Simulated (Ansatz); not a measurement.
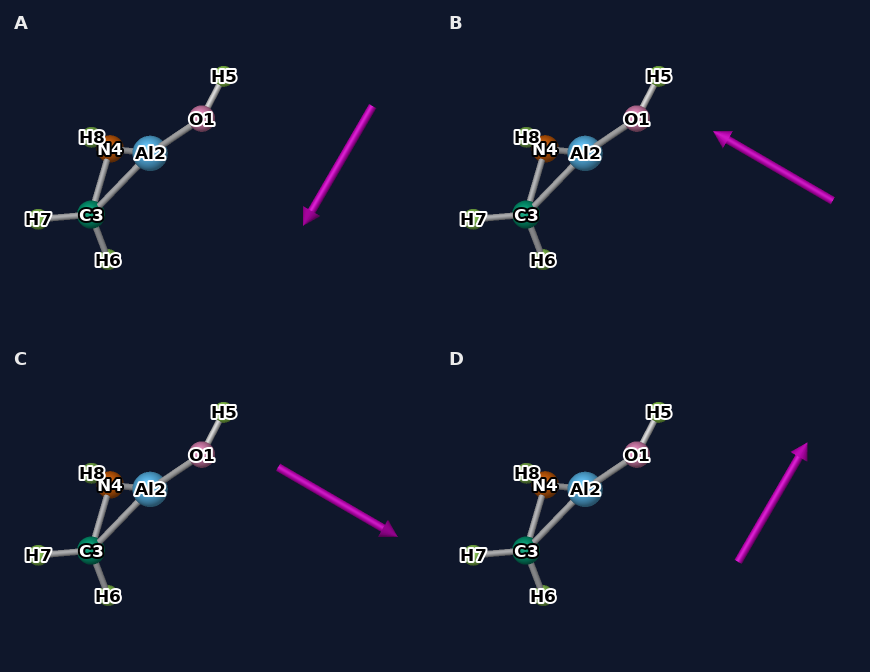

The same molecule four times, each with an arrow. Computed geometry: PBE0-D4/def2-TZVP optimisation. Properties computed with RKS ωB97M-V/def2-TZVPP (Ansatz 0.2.0).

**Which arrow points along the dipole moment, from the negative to the positive end?**

D. The dipole moment is 1.64 D; it points from the side of H6, H7 to the side of H5 (the outermost atoms at the two ends).
